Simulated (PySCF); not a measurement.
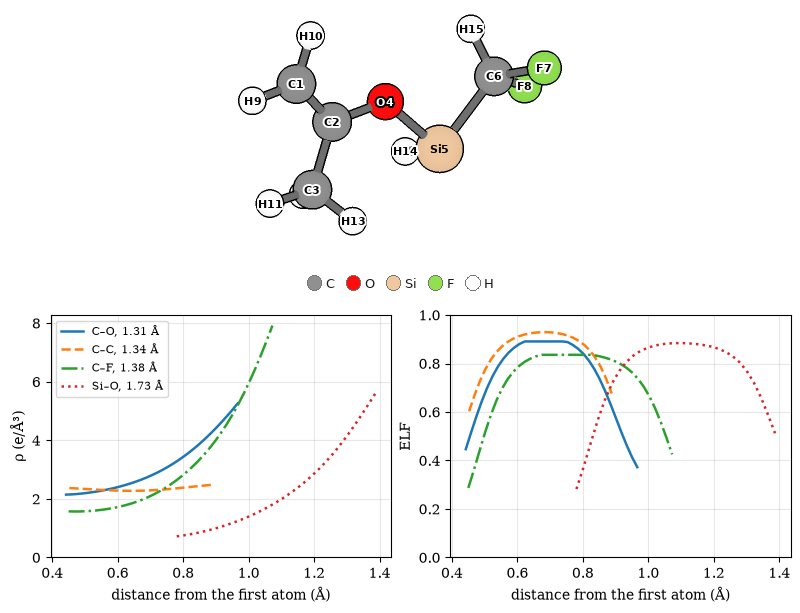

Figure. C₄H₇F₂OSi (charge −1). Total electron density and ELF along straight lines between neighbouring atoms. The curves leave out the atomic cores. The structure is drawn too.

Geometry: GFN2-xTB.

All numbers below come from PBE0/def2-SVPD, SCF density, gas phase in PySCF.

```xyz
15

C    -1.8196    1.5476   -0.6070
C    -1.1472    0.4540   -0.2220
C    -1.8639   -0.8099    0.1669
O     0.1618    0.4300   -0.1777
Si    1.1217   -0.8536    0.4832
C     2.8028   -0.0158   -0.0313
F     3.3599    0.7342    0.9905
F     3.7795   -0.9584   -0.3010
H    -2.8949    1.5591   -0.6497
H    -1.3050    2.4514   -0.8844
H    -2.9423   -0.6687    0.1820
H    -1.6086   -1.6053   -0.5319
H    -1.4978   -1.1205    1.1459
H     1.0667   -1.7961   -0.6905
H     2.7826    0.6600   -0.9062
```

Question: Compare the contacts.

Answer: C–O (1.31 Å): the density is about 2.6 e/Å³ at the midpoint; the ELF peaks at about 0.90 between the atoms: a polar covalent bond.
C–C (1.34 Å): ρ is about 2.3 e/Å³ halfway; the ELF peaks at about 0.95 between the atoms: a short, multiple covalent bond.
C–F (1.38 Å): the density is about 2.1 e/Å³ at the midpoint, with its minimum of 1.6 e/Å³ about 0.5 Å from C; the ELF peaks at about 0.85 between the atoms (a polar covalent bond).
Si–O (1.73 Å): ρ at the midpoint is about 0.9 e/Å³; the ELF peaks at about 0.90 between the atoms; a shared but strongly polarised pair.
